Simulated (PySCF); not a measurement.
**H$_{9}$LaN$_{3}$ (charge +3): density, localisation and related maps**

Input

```
mol = gto.M(atom='''
La    -0.00000    -0.00000     0.79021
N      2.45550    -0.00040     0.00252
H      3.13942    -0.25851     0.73923
H      2.69073    -0.65144    -0.76982
H      2.81754     0.90872    -0.34017
N     -1.22741     2.12672     0.00252
H     -1.34583     2.84807     0.73923
H     -0.78120     2.65596    -0.76982
H     -2.19574     1.98570    -0.34017
N     -1.22809    -2.12633     0.00252
H     -1.79359    -2.58956     0.73923
H     -1.90952    -2.00452    -0.76982
H     -0.62179    -2.89442    -0.34017''',
    basis={'La': 'def2-SVP', 'N': 'def2-SVP', 'H': 'def2-SVP'},
    ecp={'La': 'def2-SVP'},
    charge=3, spin=0)
mf = dft.RKS(mol, xc='B3LYP')
mf.grids.atom_grid = (75, 302)  # f atoms: at least (60, 302), unpruned
mf = mf.density_fit()  # La def2-universal-JKFIT, N def2-universal-JKFIT, H def2-universal-JKFIT
mf.conv_tol = 1e-09; mf.max_cycle = 55
mf.kernel(dm0)
```

Command:

```sh
OMP_NUM_THREADS=2 python run.py
```

Core potentials replace the inner electrons of La.

Computed with RKS B3LYP, La def2-SVP with ECP46, N def2-SVP, H def2-SVP; non-relativistic Hamiltonian with scalar-relativistic core potentials where named; density fitting (PySCF 2.14.0).

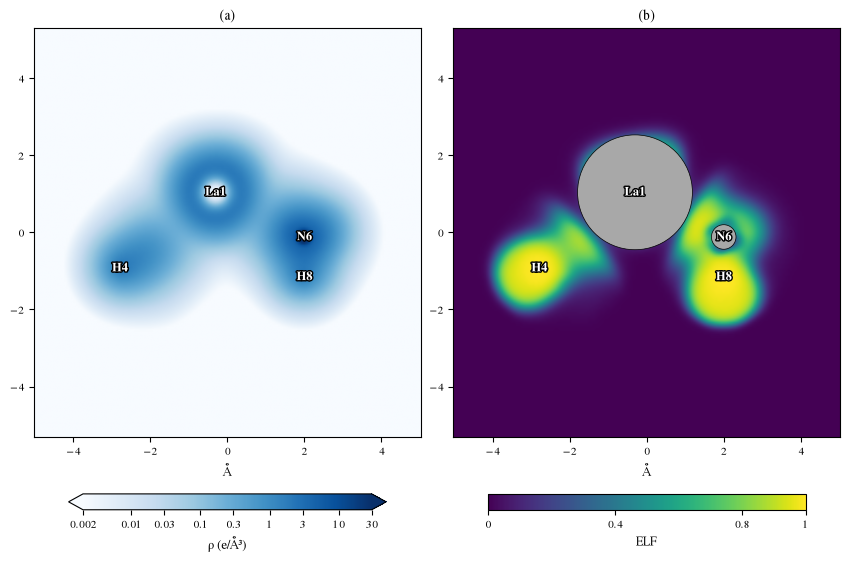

Figure 1. (a) electron density; (b) electron localisation function on the plane of atoms La1, N6 and H8. Grey discs cover the atomic cores in the ELF map.

> Interpret the plot.

The section cuts through La, H and N sites. La–N (2.58 Å): ρ is about 0.36 e/Å³ halfway; the ELF peaks at about 0.95 in the valence shell of N, 0.7 Å from its nucleus, and drops to about 0.25 between the two atoms. N–H (1.04 Å): ρ is about 2.8 e/Å³ halfway; the ELF climbs to about 1 towards the hydrogen, as it does in any bond to H; a covalent bond by its length.

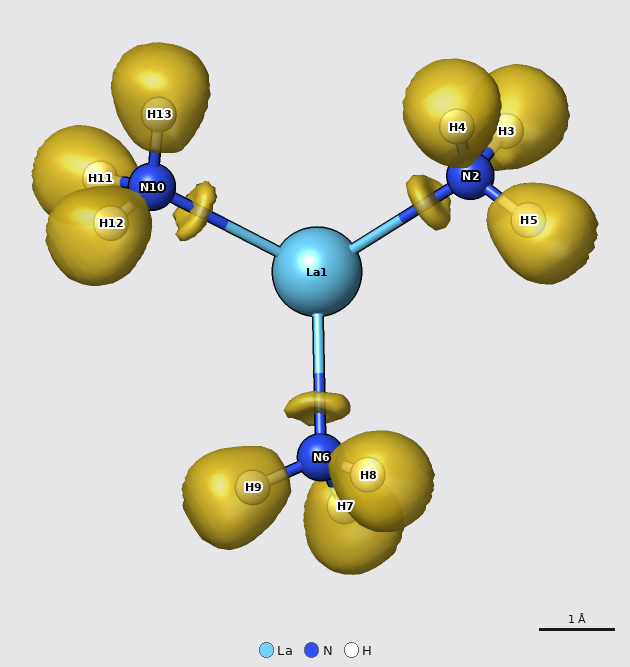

Figure 2. Isosurface of the electron localisation function at 0.9 (yellow), seen at a tilt. Core shells and regions of very low density are left out.

> Describe the localisation domains.

At this value the surface marks out nine regions around hydrogen nuclei and three lobes of the valence shell of N pointing towards La.

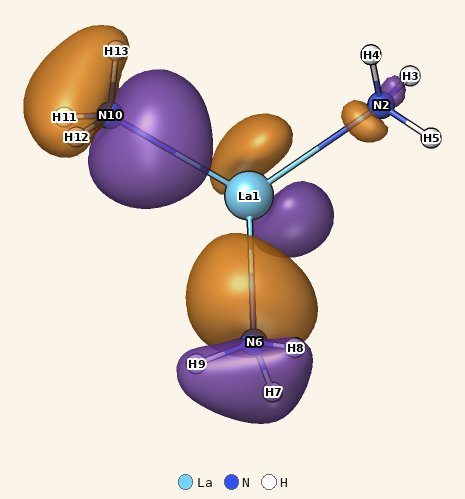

Figure 3. The HOMO at ±0.1 Å⁻³ᐟ² (orange and purple are the two phases), seen at a tilt.

> What is the character of this orbital?

By Hirshfeld shares it lies mainly on N10 (about 40 %), N6 (about 25 %) and La1 (about 15 %). It is one of a degenerate set, so its orientation is arbitrary. Its energy is −23.41 eV.
